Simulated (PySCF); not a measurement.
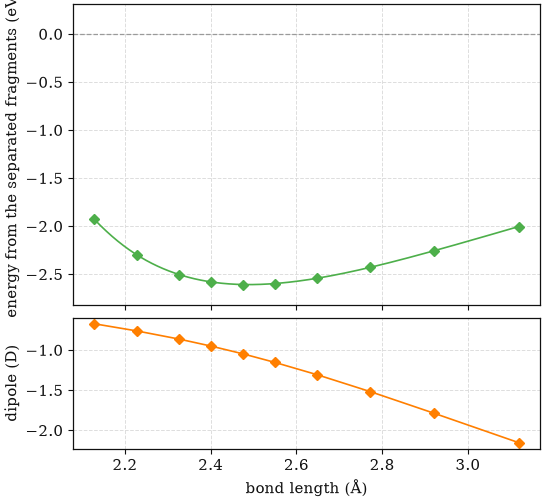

Bond curve of AlGe, quartet (excess alpha electrons: σ +1, πx +1, πy +1). PBE/6-311G(d,p), PySCF, UKS. One reference determinant with the occupation held, the lowest that a PBE0 search over spins and occupations found; no spin-orbit coupling. Zero is the separated fragments in their ground configurations, without counterpoise. 2 further points of the run are not drawn. The dipole is positive if the first atom is negative.

> What constants does a Dunham fit to the curve give (main isotopes)?

re = 2.489 Å, ωe = 296 cm⁻¹, ωexe = 1.4 cm⁻¹, De = 2.61 eV, Be = 0.138 cm⁻¹.

> Give the computed points.

```tsv
r (Å)	E (eV)
2.129	−1.93
2.228	−2.30
2.327	−2.50
2.401	−2.58
2.475	−2.61
2.549	−2.60
2.648	−2.54
2.772	−2.43
2.921	−2.26
3.119	−2.00
```

Note: lowest determinant of a PBE0 search, another state may lie lower; no scalar relativity; spin-orbit coupling is left out; it can lower the fragment Ge more than the molecule, and De with it.
